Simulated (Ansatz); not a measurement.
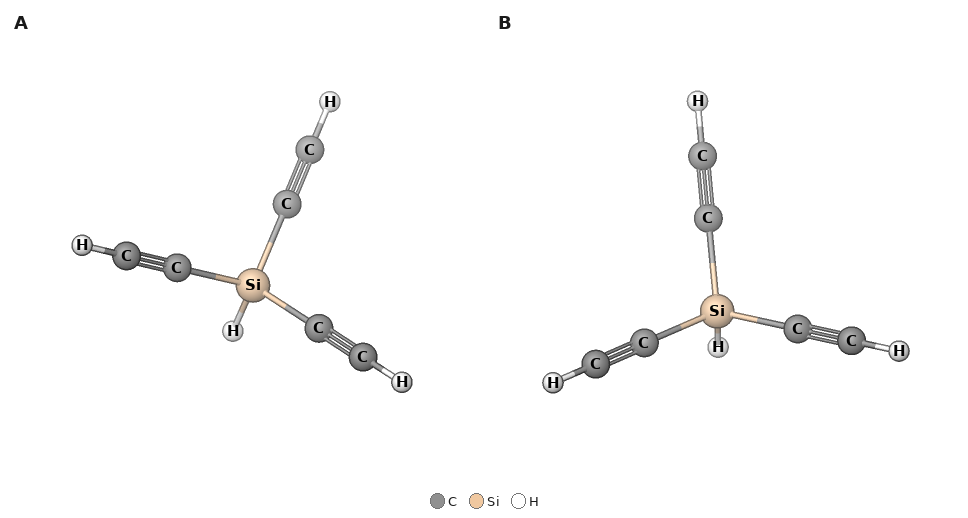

Distant atoms are faded towards the background colour. Computed geometry: PBE-D4/def2-SVP optimisation. No frequency run is at hand to confirm it as a minimum.

Question: Can A be turned into B by a rotation alone?

Answer: Yes. They are the same structure, C6H4Si (C#C[SiH](C#C)C#C), seen from two directions. With point group C3v it is achiral, so its mirror image would be the same too.
